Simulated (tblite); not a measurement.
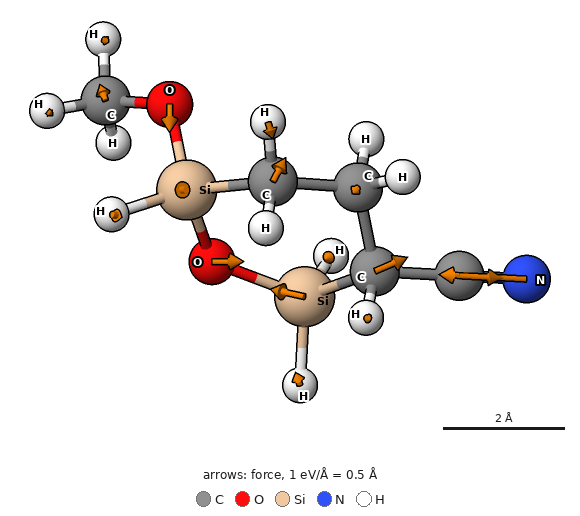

Starting geometry of C$_{5}$H$_{11}$NO$_{2}$Si$_{2}$ with the computed forces as orange arrows. The picture is a ball-and-stick view, seen from a free direction.

These are results of tblite 0.8.0, GFN2-xTB geometry optimisation, gas phase, not measurements. 

Question: What follows when this structure is relaxed?

Answer: It isn't relaxed: the largest force vector, on the N atom, is 3.08 eV/Å. The final displacements have little in common with the starting forces (cosine between the two patterns 0.18). Over 60 geometry steps the energy falls by 0.366 eV. The largest move after the best rigid fit is that of an H atom, 0.51 Å. By element the largest moves are H 0.51 Å, O 0.31 Å, Si 0.18 Å, N 0.16 Å, C 0.13 Å. Among the contacts that change: O–Si 1.687 → 1.622 Å, C–C 1.477 → 1.429 Å, O–Si 1.659 → 1.615 Å, O–Si 1.673 → 1.641 Å. Bond angles that change, for instance: C–O–Si 119.4° → 128.3°, O–Si–C 112.7° → 104.7°, O–Si–H 109.3° → 102.0°. Cost: 1.2 s on 1 thread of Arm Neoverse N1, on a shared host.
